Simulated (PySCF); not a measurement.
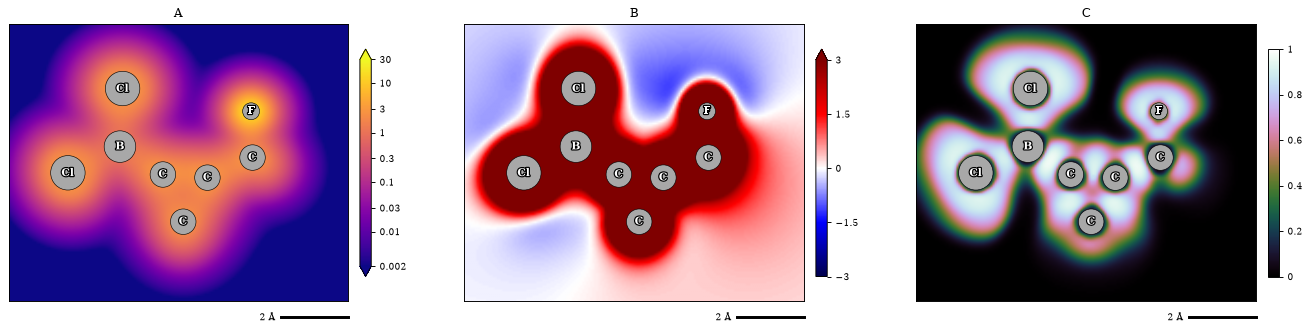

C4H4BCl2F: 3 fields on the plane of atoms C2, C3 and C4, with unlabelled colour scales. Grey discs cover the atomic cores.

Geometry: GFN2-xTB.

Level of theory: PBE0/def2-SVPD, SCF density, gas phase (PySCF 2.14.0).

Q: The panels show electron density, electron localisation function and electrostatic potential in some order. Assign them.

A: Panel A: electron density. Panel B: electrostatic potential (strongly positive close to the atoms, with negative regions outside electron-rich atoms). Panel C: electron localisation function. From the grid: C–C (1.32 Å): the density is about 2.2 e/Å³ at the midpoint; the ELF peaks at about 0.85 between the atoms (a multiple bond). C–F (1.37 Å): ρ at the midpoint is about 2.1 e/Å³, with its minimum of 1.6 e/Å³ about 0.5 Å from C; the ELF peaks at about 0.85 between the atoms (a shared but strongly polarised pair).
